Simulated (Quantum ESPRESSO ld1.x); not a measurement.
System: the copper ion Cu²⁺, configuration [Ar] 3d9 (high spin). Method: scalar-relativistic Kohn-Sham, LDA (Slater exchange, Perdew-Wang correlation), spin-polarised, spherical densities, point nucleus; computed with Quantum ESPRESSO ld1.x 7.5.

```
 &input
    atom='Cu',
    iswitch=1,
    rel=1,
    lsd=1,
    dft='PW',
    config='[Ar] 3d9',
    rmax=150,
    verbosity='high',
    prefix='ld1',
    max_out_wfc=37,
    file_charge='ld1.rho',
 /
```

Wanted: the radial spin density.

The curve integrates to 1 unpaired electron, held by 3d (+1). Its largest value, 1.11 electrons/bohr, lies near r = 0.59 bohr. Regions of the opposite sign are negligible.

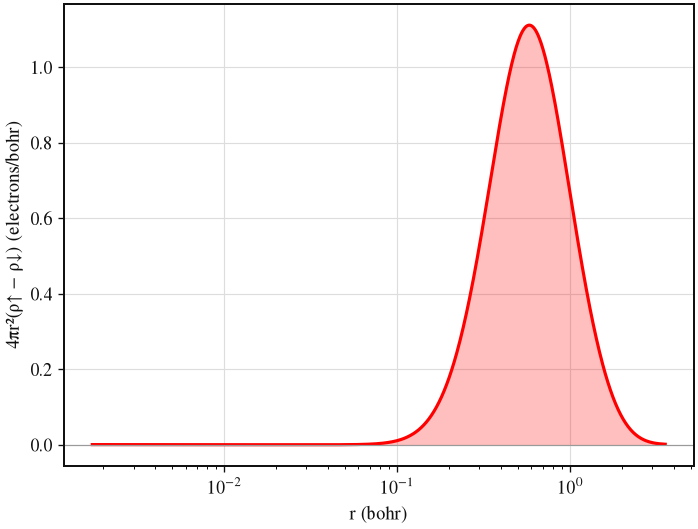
